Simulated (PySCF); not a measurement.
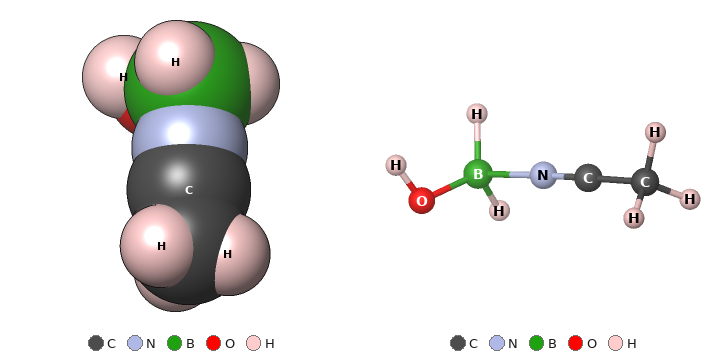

The same structure drawn twice, from different directions.

Computed geometry: PBE0-D3(BJ)/def2-SVP optimisation. No frequency run is at hand to confirm it as a minimum.

Description:

The molecule is C2H6BNO. SMILES: `CC#[N+][BH2-]O`. It has no ring. Among its groups: B–H bond. The point group is C1. Coordination: 1 C tetrahedral; 1 C linear; 1 N linear; 1 B tetrahedral; 1 O bent.

More results for the same structure follow; atom numbers are the same in all pictures, views and colours differ.

## Charges

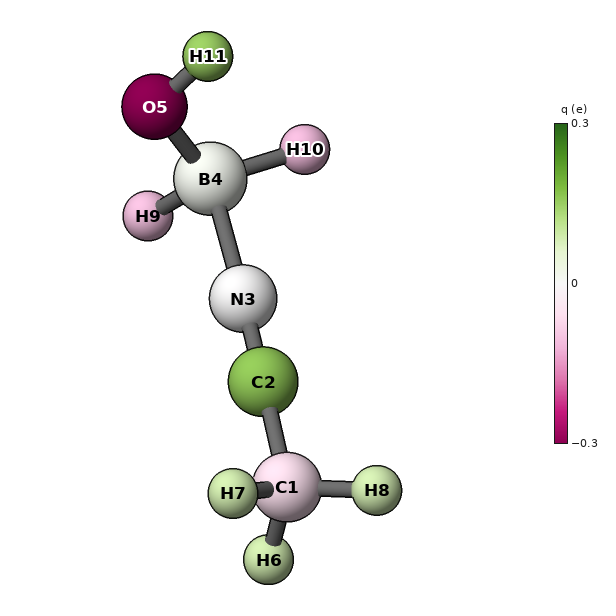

Atoms are coloured by their Hirshfeld charges. No frequency run is at hand to confirm it as a minimum. Properties computed with PBE0/cc-pVDZ, gas phase (PySCF 2.14.0).

Give the Hirshfeld charges atom by atom.

| atom | value (e) |
| --- | --- |
| C1 | −0.06 |
| C2 | 0.16 |
| N3 | 0.00 |
| B4 | 0.01 |
| O5 | −0.30 |
| H6 | 0.09 |
| H7 | 0.09 |
| H8 | 0.08 |
| H9 | −0.10 |
| H10 | −0.11 |
| H11 | 0.15 |

## Levels of theory compared

No frequency run is at hand to confirm it as a minimum. Program: PySCF 2.14.0.

Compare polarisability (bohr³), HOMO–LUMO gap (eV), lowest singlet excitation (eV) at these levels: B3LYP/def2-SVPD; CAM-B3LYP/def2-SVPD; LC-wPBE/def2-SVPD; LDA/def2-SVPD; PBE0/aug-cc-pVDZ; PBE0/def2-TZVP; PBE0/def2-TZVPD; ωB97X-D/def2-SVPD.

```tsv
level	polarisability (bohr³)	HOMO–LUMO gap (eV)	lowest singlet excitation (eV)
B3LYP/def2-SVPD	56.9	6.13	5.09
CAM-B3LYP/def2-SVPD	55.2	8.95	5.82
LC-wPBE/def2-SVPD	53.4	11.34	6.41
LDA/def2-SVPD	61.5	4.05	4.11
PBE0/aug-cc-pVDZ	56.9	6.43	5.30
PBE0/def2-TZVP	53.1	6.61	5.29
PBE0/def2-TZVPD	56.8	6.60	5.29
ωB97X-D/def2-SVPD	55.3	10.28	5.80
```

## NMR shielding

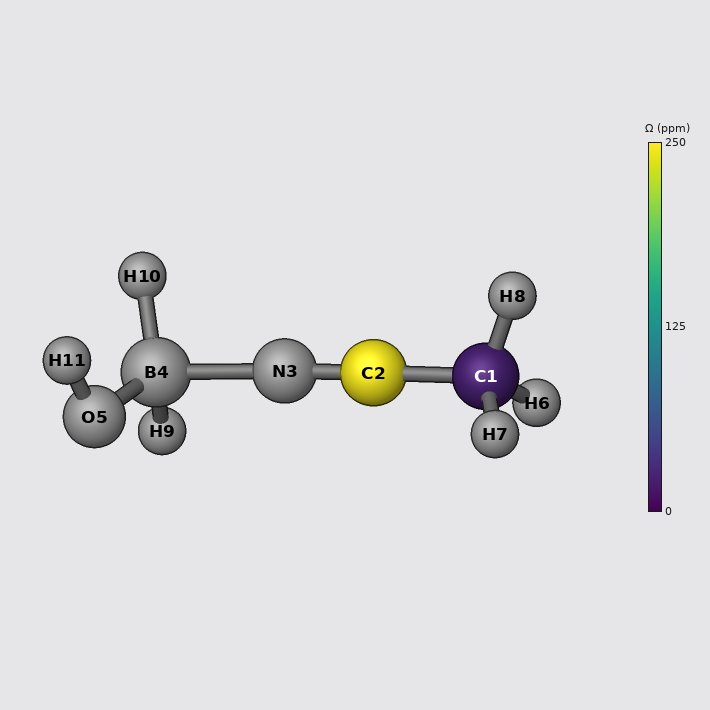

The C atoms are coloured by the span of their shielding tensor. No frequency run is at hand to confirm it as a minimum. Method: GIAO PBE0/6-31G* NMR shielding, non-relativistic, gas phase (PySCF 2.14.0). Principal shieldings σ11 ≤ σ22 ≤ σ33, span Ω = σ33 − σ11, skew κ = 3(σiso − σ22)/Ω.

Which C atom has the most anisotropic shielding?

Answer. C2, with a span of 246 ppm.

Give the shielding tensors of the C atoms.

```csv
atom,σ11,σ22,σ33,σiso,Ω,κ
C1,184.6,185.9,207.4,192.6,22.8,0.89
C2,7.4,11.0,253.3,90.6,245.9,0.97
```

Shieldings and span in ppm.

## Quadrupole coupling

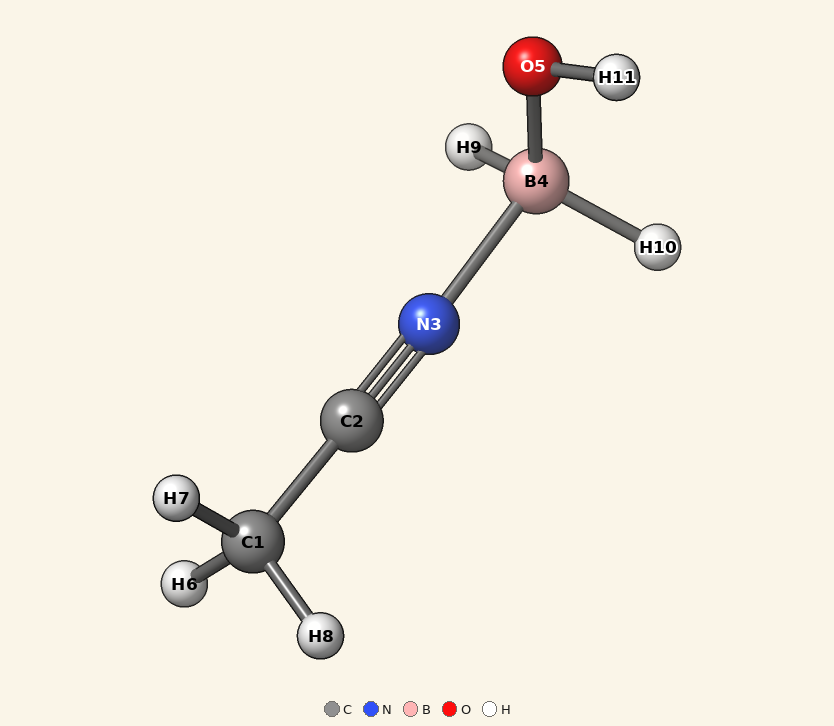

No frequency run is at hand to confirm it as a minimum. Electric field gradients from the ground-state density, PBE0/def2-SVP (PySCF 2.14.0), non-relativistic apart from any core potentials.

Give the largest field-gradient component, the quadrupole coupling constant and the asymmetry for 14N at N3 (Q = 20.44 mb), 11B at B4 (Q = 40.59 mb), 17O at O5 (Q = −25.6 mb), 2H at H6 (Q = 2.86 mb), 2H at H7 (Q = 2.86 mb), 2H at H8 (Q = 2.86 mb), 2H at H9 (Q = 2.86 mb).

| atom | V_zz (a.u.) | e²qQ/h (MHz) | η |
| --- | --- | --- | --- |
| N3 | −0.461 | −2.21 | 0.09 |
| B4 | 0.251 | 2.40 | 0.33 |
| O5 | 1.471 | −8.85 | 0.64 |
| H6 | 0.296 | 0.199 | 0.04 |
| H7 | 0.296 | 0.199 | 0.04 |
| H8 | 0.296 | 0.199 | 0.04 |
| H9 | 0.205 | 0.138 | 0.06 |
